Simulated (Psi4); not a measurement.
## Single-point calculation of C2H7Ga

The run: single-point calculation of C2H7Ga. Method and program: M06-2X/def2-SVP, RKS (Psi4 1.11).

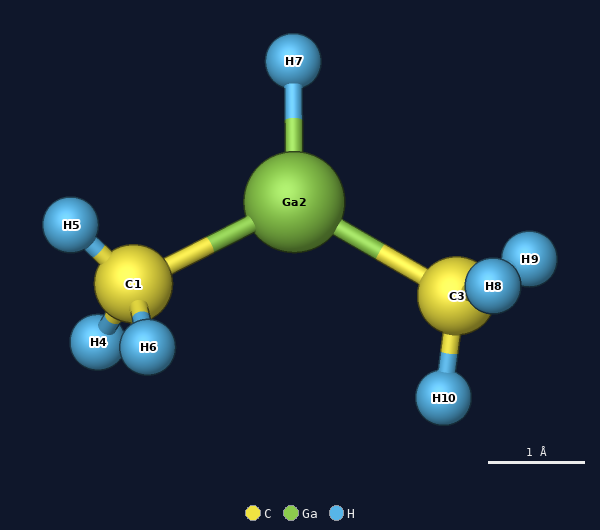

The input geometry (ball-and-stick view, seen at a tilt; atoms are numbered from 1 in the order of the input). Sticks mark near contacts.

**The input (calc.inp)**
```
memory 1600 mb

molecule {
  0 1
  C     -1.044200     1.298946    -0.756754
  Ga     0.668200     0.422246    -0.326254
  C      0.700700    -1.165354     0.841946
  H     -1.514500     0.770346    -1.593154
  H     -0.935400     2.183800    -1.011500
  H     -1.740500     1.251346     0.083646
  H      2.016500     0.992646    -0.917554
  H      0.706900    -0.837854     1.887346
  H      1.588500    -1.779754     0.685546
  H     -0.190400    -1.782154     0.705146
  symmetry c1
}

set basis def2-SVP
set reference rks

e_tot, wfn = energy('m06-2x', return_wfn=True)
```

Machine: 1 thread of Intel Xeon (Sapphire Rapids), 32 GiB of memory available, shared host.

Command:
```bash
psi4 calc.inp calc.out -n 1
```

**What the program printed**
```
Psi4 1.11 release

   => Loading Basis Set <=

    Name: DEF2-SVP
    Role: ORBITAL
    Keyword: BASIS

         ---------------------------------------------------------
                                   SCF
                              RKS Reference
                        1 Threads,   1525 MiB Core
         ---------------------------------------------------------

  ==> Geometry <==

    Molecular point group: c1
    Full point group: C1

    Geometry (in Angstrom), charge = 0, multiplicity = 1:

       Center              X                  Y                   Z               Mass
    ------------   -----------------  -----------------  -----------------  -----------------
         C           -1.462928576181     0.983771313897    -0.540444290764    12.000000000000
         GA           0.249471423819     0.107071313897    -0.109944290764    68.925573500000
         C            0.281971423819    -1.480528686103     1.058255709236    12.000000000000
         H           -1.933228576181     0.455171313897    -1.376844290764     1.007825032230
         H           -1.354128576181     1.868625313897    -0.795190290764     1.007825032230
         H           -2.159228576181     0.936171313897     0.299955709236     1.007825032230
         H            1.597771423819     0.677471313897    -0.701244290764     1.007825032230
         H            0.288171423819    -1.153028686103     2.103655709236     1.007825032230
         H            1.169771423819    -2.094928686103     0.901855709236     1.007825032230
         H           -0.609128576181    -2.097328686103     0.921455709236     1.007825032230

  Running in c1 symmetry.

  Rotational constants: A =      0.54080  B =      0.17104  C =      0.13637 [cm^-1]
  Rotational constants: A =  16212.75324  B =   5127.60285  C =   4088.40959 [MHz]
  Nuclear repulsion =  183.211530244714339

  Charge       = 0
  Multiplicity = 1
  Electrons    = 50
  Nalpha       = 25
  Nbeta        = 25

  ==> Algorithm <==

  SCF Algorithm Type is DF.
  DIIS enabled.
  MOM disabled.
  Fractional occupation disabled.
  Guess Type is SAD.
  Energy threshold   = 1.00e-06
  Density threshold  = 1.00e-06
  Integral threshold = 1.00e-12

  ==> Primary Basis <==

  Basis Set: DEF2-SVP
    Blend: DEF2-SVP
    Number of shells: 45
    Number of basis functions: 95
    Number of Cartesian functions: 100
    Spherical Harmonics?: true
    Max angular momentum: 2

  ==> DFT Potential <==

   => LibXC <=

    Version 7.1.2

   => Composite Functional: M06-2X <=

    Deriv               =              1
    GGA                 =           TRUE
    Meta                =           TRUE

    Exchange Hybrid     =           TRUE
    MP2 Hybrid          =          FALSE

   => Exchange Functionals <=

    1.0000   XC_HYB_MGGA_X_M06_2X

   => Exact (HF) Exchange <=

    0.5400               HF

   => Correlation Functionals <=

    1.0000   XC_MGGA_C_M06_2X

   => LibXC Density Thresholds  <==

    XC_MGGA_C_M06_2X:  1.00E-12
    XC_HYB_MGGA_X_M06_2X:  1.00E-15

   => Molecular Quadrature <=

    Radial Scheme          =       TREUTLER
    Pruning Scheme         =           NONE
    Nuclear Scheme         =       TREUTLER

    Blocking Scheme        =         OCTREE
    BS radius alpha        =              1
    Pruning alpha          =              1
    Radial Points          =             75
    Spherical Points       =            302
    Total Points           =         216549
    Total Blocks           =           1660
    Max Points             =            256
    Max Functions          =             94
    Weights Tolerance      =       1.00E-15

   => Loading Basis Set <=

    Name: (DEF2-SVP AUX)
    Role: JKFIT
    Keyword: DF_BASIS_SCF

  ==> Integral Setup <==

  DFHelper Memory: AOs need 0.041 GiB; user supplied 0.041 GiB.
  SCF_SUBTYPE=INCORE selected. In-core MEM_DF algorithm will be used.
  Using in-core AOs.

  ==> MemDFJK: Density-Fitted J/K Matrices <==

    J tasked:                   Yes
    K tasked:                   Yes
    wK tasked:                   No
    Memory [MiB]:                41
    Algorithm:                 Core
    Schwarz Cutoff:           1E-12
    Mask sparsity (%):       0.7313
    Fitting Condition:        1E-10

   => Auxiliary Basis Set <=

  Basis Set: (DEF2-SVP AUX)
    Blend: DEF2-UNIVERSAL-JKFIT
    Number of shells: 152
    Number of basis functions: 542
    Number of Cartesian functions: 689
    Spherical Harmonics?: true
    Max angular momentum: 5

  Cached 50.0% of DFT collocation blocks in 0.552 [GiB].

  Minimum eigenvalue in the overlap matrix is 1.1782098600E-02.
  Reciprocal condition number of the overlap matrix is 2.1292598634E-03.
    Using symmetric orthogonalization.

  ==> Pre-Iterations <==

  SCF Guess: Superposition of Atomic Densities via on-the-fly atomic UHF (no occupation information).

   -------------------------
    Irrep   Nso     Nmo
   -------------------------
     A         95      95
   -------------------------
    Total      95      95
   -------------------------

  ==> Iterations <==

                           Total Energy        Delta E     RMS |[F,P]|

   @DF-RKS iter SAD: -2000.84435051361925   -2.00084e+03   0.00000e+00
   @DF-RKS iter   1: -2003.19744656662419   -2.35310e+00   2.57542e-02 DIIS/ADIIS
   @DF-RKS iter   2: -1990.65326124918602    1.25442e+01   8.22083e-02 DIIS/ADIIS
   @DF-RKS iter   3: -2004.52712028129190   -1.38739e+01   1.41276e-02 DIIS/ADIIS
   @DF-RKS iter   4: -2004.87781248550164   -3.50692e-01   7.83049e-04 DIIS/ADIIS
   @DF-RKS iter   5: -2004.88029930511061   -2.48682e-03   4.43284e-04 DIIS/ADIIS
   @DF-RKS iter   6: -2004.88125164640314   -9.52341e-04   7.58238e-05 DIIS
   @DF-RKS iter   7: -2004.88128035104796   -2.87046e-05   2.08568e-05 DIIS
   @DF-RKS iter   8: -2004.88128154285505   -1.19181e-06   4.08693e-06 DIIS
   @DF-RKS iter   9: -2004.88128159678763   -5.39326e-08   1.56638e-06 DIIS
   @DF-RKS iter  10: -2004.88128160956785   -1.27802e-08   2.19701e-07 DIIS
  Energy and wave function converged.

  ==> Post-Iterations <==

   Electrons on quadrature grid:
      Ntotal   =   49.9999909555 ; deviation = -9.045e-06

    Orbital Energies [Eh]
    ---------------------

    Doubly Occupied:

       1A   -374.677659     2A    -46.588446     3A    -41.359045
       4A    -41.355140     5A    -41.354864     6A    -10.522503
       7A    -10.507407     8A     -5.738225     9A     -4.018737
      10A     -4.007839    11A     -4.007013    12A     -0.982732
      13A     -0.977727    14A     -0.977631    15A     -0.971883
      16A     -0.971539    17A     -0.773623    18A     -0.749931
      19A     -0.479425    20A     -0.467294    21A     -0.454279
      22A     -0.450388    23A     -0.445102    24A     -0.328277
      25A     -0.322501

    Virtual:

      26A     -0.014068    27A      0.065375    28A      0.096163
      29A      0.144718    30A      0.163991    31A      0.169393
      32A      0.182425    33A      0.185348    34A      0.191000
      35A      0.211313    36A      0.223342    37A      0.348309
      38A      0.355683    39A      0.387444    40A      0.400547
      41A      0.409445    42A      0.501663    43A      0.514992
      44A      0.540238    45A      0.577826    46A      0.580797
      47A      0.611237    48A      0.631388    49A      0.675600
      50A      0.734378    51A      0.741499    52A      0.746914
      53A      0.752333    54A      0.754282    55A      0.809407
      56A      0.851375    57A      0.922812    58A      0.929396
      59A      0.984031    60A      1.263604    61A      1.312841
      62A      1.338993    63A      1.429983    64A      1.595737
      65A      1.620698    66A      1.635784    67A      1.681422
      68A      1.768241    69A      1.802128    70A      1.808581
      71A      1.833756    72A      1.838461    73A      1.879506
      74A      1.926326    75A      1.971152    76A      1.997816
      77A      2.034373    78A      2.140585    79A      2.178191
      80A      2.203168    81A      2.220998    82A      2.270296
      83A      2.361970    84A      2.422650    85A      2.454511
      86A      2.470966    87A      2.533072    88A      2.561719
      89A      2.595474    90A      2.728518    91A      2.791264
      92A      2.951550    93A      2.952779    94A      2.957780
      95A      3.369962

    Final Occupation by Irrep:
              A
    DOCC [    25 ]
    NA   [    25 ]
    NB   [    25 ]

  @DF-RKS Final Energy: -2004.88128160956785

   => Energetics <=

    Nuclear Repulsion Energy =            183.2115302447143392
    One-Electron Energy =               -3155.9765958935745402
    Two-Electron Energy =                1009.8069605815499017
    DFT Exchange-Correlation Energy =     -41.9231765422572806
    Empirical Dispersion Energy =           0.0000000000000000
    VV10 Nonlocal Energy =                  0.0000000000000000
    Total Energy =                      -2004.8812816095678500

Computation Completed

Properties will be evaluated at   0.000000,   0.000000,   0.000000 [a0]

Properties computed using the SCF density matrix

 Multipole Moments:

 ------------------------------------------------------------------------------------
     Multipole            Electronic (a.u.)      Nuclear  (a.u.)        Total (a.u.)
 ------------------------------------------------------------------------------------

 L = 1.  Multiply by 2.5417464519 to convert [e a0] to [Debye]
 Dipole X            :          4.2222891           -4.4448793           -0.2225902
 Dipole Y            :          1.9491403           -2.0204580           -0.0713176
 Dipole Z            :         -1.9005755            1.9884444            0.0878689
 Magnitude           :                                                    0.2497069

 ------------------------------------------------------------------------------------

	total time  =         13 seconds =       0.22 minutes

    Psi4 run time: 0:00:13.13
```

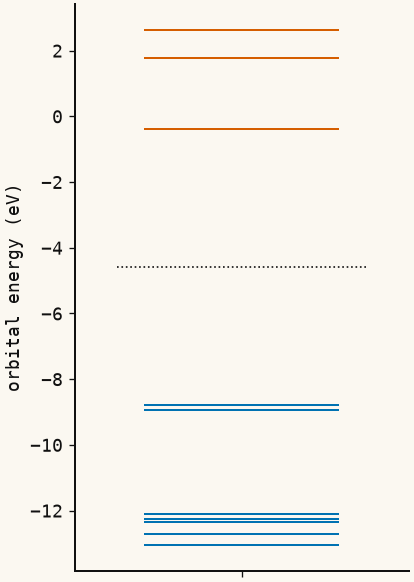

Orbital energies near the frontier; the dotted line parts filled from empty levels, and levels within 0.02 eV of each other stand side by side. Highest filled −8.78 eV, lowest empty −0.38 eV, 8.40 eV apart.

**Summary**

| quantity | value |
| --- | --- |
| outcome | converged |
| total energy | −2004.881282 hartree |
| basis functions | 95 |
| HOMO | −8.78 eV |
| LUMO | −0.38 eV |
| dipole moment | 0.63 D |
| wall time | 14 s |
| peak memory | 0.83 GiB |
